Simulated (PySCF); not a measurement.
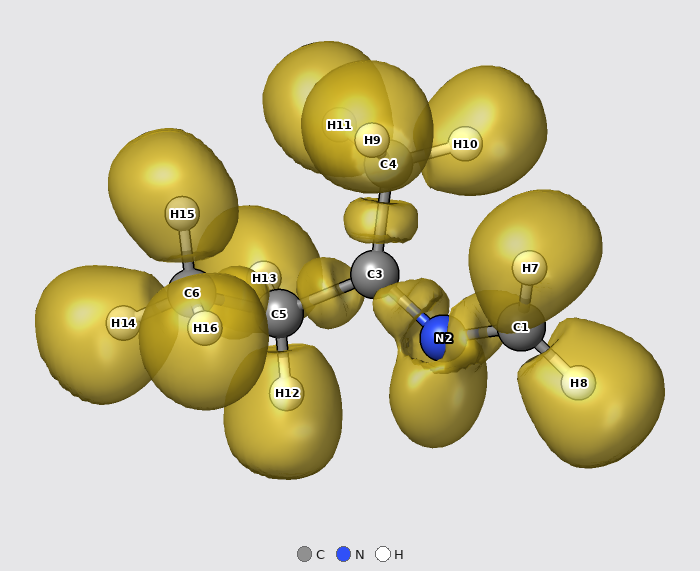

*C5H10N (doublet). Isosurface of the ELF at 0.75 (yellow), seen at an oblique angle. Core shells and regions of very low density are left out.*

Geometry: GFN2-xTB.

Theory: UKS B3LYP, pcH-1 on C H N, non-relativistic, mean-field spin-orbit, GIAO in PySCF.

```xyz
16

C     2.3253   -1.1210   -0.3135
N     1.1845   -0.7322   -0.7895
C     0.3355    0.1249   -0.3070
C     0.6977    1.1472    0.7287
C    -1.0590    0.1107   -0.8472
C    -2.0744   -0.3123    0.2194
H     2.6112   -1.0249    0.7298
H     2.9902   -1.6456   -0.9777
H     0.6390    0.7045    1.7262
H     1.7213    1.4903    0.5813
H     0.0235    1.9986    0.6880
H    -1.1009   -0.5847   -1.6860
H    -1.3235    1.1093   -1.2086
H    -3.0769   -0.3272   -0.2014
H    -2.0625    0.3791    1.0587
H    -1.8387   -1.3081    0.5874
```

Where are the electrons localised?

Answer. The surface consists of three regions between bonded C–C atoms (shared pairs), ten regions around hydrogen nuclei and one region on N in which the atom's valence shell and bonds are merged.

Values along the shortest contacts:
C–N (1.30 Å): the ELF peaks at about 0.90 between the atoms; localised, covalent bonding. C–C (1.50 Å): the ELF peaks at about 0.95 between the atoms: localised, covalent bonding.
